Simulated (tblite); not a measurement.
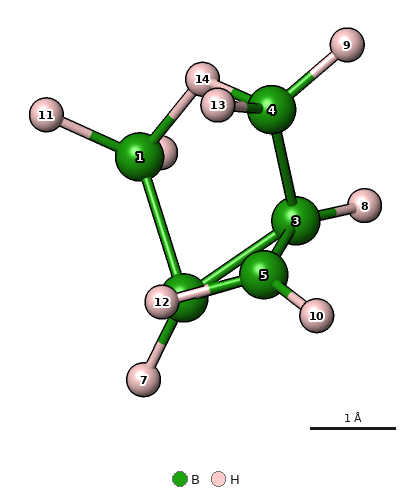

Fig. 1: The input geometry (ball-and-stick view, seen at a tilt; atoms are numbered from 1 in the order of the input).

**Run report: B₅H₉, saddle-point search**

- system: B₅H₉ (nido-B5H9)
- method: GFN2-xTB saddle search (eigenvector following) and harmonic vibrations, gas phase (tblite 0.8.0)

The input
```
{"job": {"xc": "GFN2-xTB", "basis": "xTB", "kind": "saddle"}, "charge": 0, "multiplicity": 1}
B     -1.035292     0.963717     0.181834
B      0.335272     0.442110     1.246953
B     -0.181145    -0.883836     0.481908
B     -0.050727    -0.559665    -1.263389
B      1.350259    -0.466808     0.139377
H     -1.961013     0.685086     0.809742
H      0.550647     0.905427     2.302318
H     -0.924788    -1.720720     0.807022
H     -0.482476    -1.454119    -1.905466
H      2.347302    -1.075487    -0.000530
H     -1.120331     2.081084    -0.373008
H      1.514199     0.740373     0.429408
H      0.710788     0.106213    -1.895343
H     -1.052695     0.236627    -0.960825
```

The first line tells a small driver script what to run in tblite; the rest is the geometry in Å.

Run as:
```bash
OMP_NUM_THREADS=1 python <driver script> task.json out
```

What the program printed
```
step      E/eV     max force
  0    -290.03132   1.4825
  1    -290.27592   1.0465
  2    -290.43068   0.7253
  3    -290.51948   0.5451
  4    -290.56398   0.3011
  5    -290.57840   0.3986
  6    -290.59078   0.1274
  7    -290.56651   0.1808
  8    -290.55207   0.1550
  9    -290.51820   0.2194
 10    -290.48428   0.2494
 11    -290.44941   0.2011
 12    -290.45437   0.1833
 13    -290.44304   0.2201
 14    -290.46063   0.2683
 15    -290.45691   0.2383
 16    -290.42909   0.2103
 17    -290.38672   0.2391
 18    -290.34198   0.2416
 19    -290.30130   0.2662
 20    -290.25854   0.2510
 21    -290.29641   0.2110
 22    -290.36989   0.1799
 23    -290.42958   0.2129
 24    -290.47116   0.2781
 25    -290.50188   0.1733
 26    -290.51233   0.0941
 27    -290.50356   0.1066
 28    -290.49484   0.1972
 29    -290.50617   0.0566
 30    -290.50326   0.0709
 31    -290.49947   0.0467
 32    -290.49154   0.0494
 33    -290.48326   0.0545
 34    -290.47476   0.0568
 35    -290.46600   0.0662
 36    -290.45741   0.0571
 37    -290.44599   0.0621
 38    -290.43459   0.0653
 39    -290.42334   0.0635
 40    -290.40265   0.1092
 41    -290.38485   0.0734
 42    -290.36866   0.1130
 43    -290.35524   0.0777
 44    -290.34493   0.1129
 45    -290.33597   0.1760
 46    -290.33381   0.1010
 47    -290.33036   0.1837
 48    -290.33320   0.0236
 49    -290.33210   0.0645
 50    -290.33274   0.0073
 51    -290.33228   0.0112
 52    -290.33209   0.0229
 53    -290.33211   0.0033
lowest wavenumbers (cm-1): -73.4 149.1 256.8 304.0 354.0 375.5
```

Trajectory as extended XYZ (Å, eV, eV/Å), 12 frames, from step=0 to step=53
```
14
Properties=species:S:1:pos:R:3:forces:R:3 step=0 energy=-290.03132
B    -1.0353    0.9637    0.1818   -0.0440   0.1990  -0.0460
B     0.3353    0.4421    1.2470    0.6740   0.7680  -0.4280
B    -0.1811   -0.8838    0.4819   -0.0840  -0.0330  -0.1470
B    -0.0507   -0.5597   -1.2634    0.0790   0.0160  -0.0820
B     1.3503   -0.4668    0.1394    0.0200  -0.0340   0.0110
H    -1.9610    0.6851    0.8097   -1.3340   0.1500  -0.2430
H     0.5506    0.9054    2.3023   -0.0080  -0.0190  -0.0560
H    -0.9248   -1.7207    0.8070    0.0340  -0.0190   0.0090
H    -0.4825   -1.4541   -1.9055   -0.0020   0.0220   0.0220
H     2.3473   -1.0755   -0.0005   -0.1040   0.0900   0.0430
H    -1.1203    2.0811   -0.3730    0.7280  -0.9480   0.8770
H     1.5142    0.7404    0.4294    0.0360  -0.0690  -0.0390
H     0.7108    0.1062   -1.8953   -0.0620  -0.0260   0.0440
H    -1.0527    0.2366   -0.9608    0.0670  -0.0950   0.0370
14
Properties=species:S:1:pos:R:3:forces:R:3 step=4 energy=-290.56398
B    -1.1111    0.8041    0.2191   -0.1270   0.0010  -0.0780
B     0.4301    0.5205    1.1780    0.1180   0.0290  -0.0200
B    -0.2318   -0.8217    0.5336   -0.0040   0.0100   0.0610
B    -0.0137   -0.5115   -1.2646   -0.0160  -0.0210  -0.0080
B     1.3070   -0.5330    0.1355   -0.0320  -0.0060  -0.0140
H    -2.2046    0.5547    0.6015   -0.0340   0.1400  -0.1630
H     0.6572    1.0981    2.1722   -0.0400  -0.0520  -0.0110
H    -0.9131   -1.7056    0.8687    0.0290  -0.0290   0.0340
H    -0.4566   -1.4057   -1.8966   -0.0120  -0.0250   0.0480
H     2.2884   -1.1714    0.0852    0.0090   0.1280  -0.0950
H    -0.9818    1.9676   -0.0207    0.1770  -0.1870   0.1560
H     1.5106    0.7178    0.3169   -0.0680   0.0300   0.0630
H     0.7222    0.1696   -1.9050   -0.0030  -0.0320   0.0010
H    -1.0029    0.3167   -1.0238    0.0040   0.0130   0.0270
14
Properties=species:S:1:pos:R:3:forces:R:3 step=9 energy=-290.51820
B    -1.1712    0.7171    0.1801    0.0190   0.0440  -0.0050
B     0.5294    0.5526    1.1470   -0.1520  -0.1340   0.0840
B    -0.2750   -0.7700    0.6482    0.1220   0.0150  -0.0270
B     0.0126   -0.4575   -1.2505   -0.0290  -0.0580  -0.0230
B     1.2468   -0.6170    0.1042   -0.0600   0.0670   0.0490
H    -2.2952    0.4169    0.3976    0.0210   0.1110   0.0100
H     0.7569    1.2289    2.0749   -0.0890  -0.0970   0.0980
H    -0.9139   -1.6693    1.0260    0.0200  -0.0470  -0.0420
H    -0.4128   -1.3419   -1.9013   -0.0890  -0.0620   0.0370
H     2.2170   -1.2635    0.0114    0.0780   0.1280  -0.0300
H    -1.0458    1.8967    0.1880    0.1300   0.0210  -0.0530
H     1.5172    0.6683    0.3110    0.0500   0.1100  -0.0680
H     0.7810    0.2317   -1.8494   -0.0090  -0.0990  -0.0500
H    -0.9471    0.4070   -1.0873   -0.0120   0.0010   0.0200
14
Properties=species:S:1:pos:R:3:forces:R:3 step=14 energy=-290.46063
B    -1.1854    0.7129    0.1679    0.0230   0.0780  -0.0250
B     0.5258    0.5548    1.1472   -0.0610  -0.0260   0.0230
B    -0.2601   -0.7679    0.6553   -0.0130  -0.0310  -0.0390
B    -0.0048   -0.4341   -1.2349    0.0140   0.0010  -0.1270
B     1.2639   -0.6128    0.1192    0.0030   0.0360  -0.0310
H    -2.2969    0.3189    0.3055    0.1000   0.1630   0.0510
H     0.7657    1.2840    2.0297   -0.0710  -0.1140   0.1150
H    -0.8799   -1.6759    1.0453   -0.0030  -0.0290  -0.0540
H    -0.5067   -1.3019   -1.8618    0.0210   0.0410   0.0830
H     2.2009   -1.3075    0.0186    0.0750   0.1440  -0.0220
H    -1.1510    1.8985    0.2686    0.1390  -0.0710  -0.0610
H     1.5848    0.6295    0.2986   -0.1010   0.1160   0.0060
H     0.8327    0.1736   -1.8501   -0.1710  -0.2020   0.0440
H    -0.8888    0.5280   -1.1090    0.0440  -0.1060   0.0370
14
Properties=species:S:1:pos:R:3:forces:R:3 step=19 energy=-290.30130
B    -1.1724    0.7131    0.1631    0.0180   0.0120   0.0040
B     0.5121    0.5727    1.1235   -0.0380   0.0180   0.0800
B    -0.2455   -0.7776    0.6787    0.0020  -0.0180  -0.0360
B    -0.0162   -0.3827   -1.2212   -0.0330  -0.0690   0.0830
B     1.2766   -0.6261    0.1363    0.0360   0.0270  -0.0220
H    -2.2193    0.1573    0.1476   -0.0260   0.1590   0.1020
H     0.7833    1.3726    1.9385   -0.0740  -0.1920   0.0800
H    -0.8562   -1.6869    1.0801   -0.0030  -0.0190  -0.0450
H    -0.6577   -1.1725   -1.8023   -0.0390  -0.1920  -0.0340
H     2.1799   -1.3711    0.0533    0.0290   0.1870  -0.0380
H    -1.3655    1.8588    0.3998    0.2470   0.0370  -0.0920
H     1.6399    0.5825    0.2570   -0.0990   0.0960   0.0300
H     0.8716    0.0578   -1.8729    0.0650   0.0060  -0.0710
H    -0.7307    0.7021   -1.0816   -0.0850  -0.0520  -0.0410
14
Properties=species:S:1:pos:R:3:forces:R:3 step=24 energy=-290.47116
B    -1.1810    0.7479    0.1679   -0.1750   0.1550   0.0330
B     0.3090    0.5071    1.2469   -0.0210  -0.0290   0.0090
B    -0.2104   -0.8142    0.5748    0.0410   0.0150  -0.0310
B    -0.0852   -0.4415   -1.1965   -0.0530  -0.0710  -0.0090
B     1.3613   -0.4524    0.1529    0.0090   0.0460   0.0240
H    -2.3027    0.3735    0.3029    0.1780   0.1590  -0.0050
H     0.6472    1.2708    2.0577   -0.0420  -0.0410   0.0470
H    -0.7626   -1.7787    0.9277    0.0290  -0.0090  -0.0180
H    -0.6473   -1.2951   -1.7852    0.0190  -0.0150   0.0050
H     2.1701   -1.2997    0.0662   -0.0050   0.0410   0.0010
H    -1.1181    1.9428    0.2602    0.0780  -0.2540  -0.0820
H     1.8606    0.6376    0.1616   -0.0120   0.0010  -0.0120
H     0.8227    0.0111   -1.8178    0.0190   0.0150  -0.0260
H    -0.8636    0.5907   -1.1193   -0.0650  -0.0140   0.0630
14
Properties=species:S:1:pos:R:3:forces:R:3 step=28 energy=-290.49484
B    -1.2174    0.7534    0.1871   -0.0210   0.0480  -0.0240
B     0.2568    0.5121    1.2537   -0.0650  -0.0520   0.0340
B    -0.1765   -0.8059    0.5272    0.0090   0.0410  -0.0090
B    -0.0968   -0.4370   -1.2274    0.0380   0.0540  -0.0910
B     1.4145   -0.4319    0.2108   -0.0620   0.0500  -0.0030
H    -2.3420    0.4834    0.4409    0.0820   0.0590  -0.0230
H     0.5784    1.2924    2.0546   -0.0010  -0.0400   0.0130
H    -0.6861   -1.7985    0.8588   -0.0290  -0.0390   0.0150
H    -0.5522   -1.3407   -1.8401    0.0270   0.0710   0.0390
H     2.1179   -1.3681    0.1554    0.0520  -0.0240  -0.0160
H    -1.0270    1.9292    0.1484    0.0190  -0.0690  -0.0020
H     2.0316    0.5753    0.1498    0.0170   0.0930  -0.0370
H     0.7373    0.1714   -1.8308   -0.1250  -0.1310   0.0780
H    -1.0382    0.4649   -1.0884    0.0590  -0.0610   0.0270
14
Properties=species:S:1:pos:R:3:forces:R:3 step=33 energy=-290.48326
B    -1.2330    0.7426    0.1820    0.0070   0.0150   0.0010
B     0.2522    0.5192    1.2575    0.0010  -0.0010   0.0110
B    -0.1768   -0.7962    0.5427   -0.0020  -0.0100  -0.0050
B    -0.1035   -0.4106   -1.2144    0.0000  -0.0140  -0.0050
B     1.4248   -0.4289    0.2134    0.0080   0.0080  -0.0070
H    -2.3496    0.4230    0.3962    0.0150   0.0390   0.0020
H     0.5956    1.3343    2.0128   -0.0180  -0.0410   0.0220
H    -0.6680   -1.8034    0.8631   -0.0050  -0.0010   0.0010
H    -0.5703   -1.3077   -1.8200   -0.0060  -0.0140  -0.0020
H     2.0796   -1.4045    0.1522    0.0150   0.0440  -0.0060
H    -1.0958    1.9227    0.1920    0.0410  -0.0110  -0.0140
H     2.0975    0.5422    0.1290   -0.0510   0.0190   0.0020
H     0.7552    0.1571   -1.8062   -0.0060  -0.0200  -0.0080
H    -1.0080    0.5100   -1.1002    0.0000  -0.0140   0.0070
14
Properties=species:S:1:pos:R:3:forces:R:3 step=38 energy=-290.43459
B    -1.2771    0.7181    0.1914    0.0050   0.0150   0.0020
B     0.2818    0.5575    1.2119   -0.0030   0.0000   0.0170
B    -0.1789   -0.7755    0.5738    0.0040   0.0000  -0.0030
B    -0.0884   -0.3343   -1.2034   -0.0020  -0.0180  -0.0050
B     1.4454   -0.4736    0.2454    0.0080   0.0120  -0.0070
H    -2.3624    0.2968    0.3903    0.0130   0.0400   0.0010
H     0.6613    1.4564    1.8449   -0.0260  -0.0530   0.0280
H    -0.6673   -1.7937    0.8576   -0.0010  -0.0010   0.0010
H    -0.5084   -1.2518   -1.8113   -0.0120  -0.0130  -0.0010
H     1.9883   -1.5161    0.1773    0.0180   0.0410  -0.0060
H    -1.2547    1.9031    0.2391    0.0440  -0.0080  -0.0140
H     2.2285    0.4062    0.1553   -0.0450   0.0240  -0.0050
H     0.7615    0.2676   -1.7695   -0.0050  -0.0280  -0.0090
H    -1.0295    0.5392   -1.1027    0.0030  -0.0110   0.0030
14
Properties=species:S:1:pos:R:3:forces:R:3 step=43 energy=-290.35524
B    -1.3481    0.6675    0.2132    0.0080   0.0060  -0.0050
B     0.3433    0.6159    1.0597   -0.0100  -0.0380  -0.0150
B    -0.1882   -0.7631    0.6451    0.0250   0.0620   0.0230
B    -0.0496   -0.1662   -1.1715   -0.0120  -0.0020  -0.0190
B     1.4727   -0.5680    0.3203    0.0180   0.0080  -0.0030
H    -2.3737    0.1123    0.3994    0.0060   0.0220  -0.0020
H     0.7650    1.6300    1.4429   -0.0320  -0.0690   0.0160
H    -0.6800   -1.7909    0.8733    0.0020   0.0000   0.0000
H    -0.3358   -1.1309   -1.7860   -0.0010   0.0280   0.0140
H     1.8297   -1.6891    0.2430    0.0100   0.0400  -0.0030
H    -1.4740    1.8385    0.3249    0.0280   0.0010  -0.0040
H     2.4046    0.1486    0.2298   -0.0430   0.0120  -0.0040
H     0.7417    0.5392   -1.6963   -0.0270  -0.0510   0.0060
H    -1.1077    0.5560   -1.0977    0.0280  -0.0190  -0.0030
14
Properties=species:S:1:pos:R:3:forces:R:3 step=48 energy=-290.33320
B    -1.3836    0.6248    0.2190    0.0020   0.0010   0.0000
B     0.3895    0.6333    0.8864   -0.0100  -0.0210  -0.0040
B    -0.2070   -0.7622    0.7486    0.0080   0.0190   0.0030
B    -0.0140   -0.0198   -1.1392    0.0000  -0.0030  -0.0080
B     1.4733   -0.6386    0.3602    0.0010   0.0010   0.0000
H    -2.3789    0.0101    0.3799    0.0010   0.0030   0.0000
H     0.8174    1.6787    1.1509   -0.0020  -0.0030   0.0100
H    -0.7008   -1.7924    0.9524    0.0010   0.0000  -0.0010
H    -0.1707   -1.0250   -1.7337   -0.0030   0.0060   0.0010
H     1.7326   -1.7835    0.2635    0.0020   0.0050  -0.0010
H    -1.5676    1.7790    0.3918    0.0030   0.0010  -0.0020
H     2.4655   -0.0083    0.2878   -0.0040   0.0030  -0.0010
H     0.7025    0.7548   -1.6657   -0.0050  -0.0120   0.0010
H    -1.1581    0.5490   -1.1016    0.0060  -0.0020   0.0010
14
Properties=species:S:1:pos:R:3:forces:R:3 step=53 energy=-290.33211
B    -1.3907    0.6096    0.2189    0.0000   0.0000   0.0000
B     0.4012    0.6348    0.8326   -0.0010  -0.0030  -0.0010
B    -0.2156   -0.7569    0.8010    0.0010   0.0020   0.0010
B     0.0062    0.0268   -1.1363    0.0000   0.0010  -0.0010
B     1.4649   -0.6580    0.3602    0.0000   0.0000   0.0000
H    -2.3788   -0.0211    0.3635    0.0000   0.0000   0.0000
H     0.8285    1.6824    1.0894    0.0000   0.0000   0.0000
H    -0.7079   -1.7869    1.0072    0.0000   0.0000   0.0000
H    -0.1109   -0.9912   -1.7182    0.0000   0.0000   0.0000
H     1.6950   -1.8081    0.2531    0.0000   0.0000   0.0000
H    -1.5920    1.7580    0.4081    0.0000   0.0000   0.0000
H     2.4734   -0.0531    0.2966    0.0000   0.0000   0.0000
H     0.6890    0.8225   -1.6741    0.0000  -0.0010   0.0000
H    -1.1624    0.5412   -1.1020    0.0000   0.0000   0.0000
```

Summary

| quantity | value |
| --- | --- |
| outcome | converged |
| total energy | −290.3321 eV |
| point group | Cs |
| hardware | 1 CPU thread, shared host |
| wall time | 4.8 s |
| peak memory | 0.18 GiB |
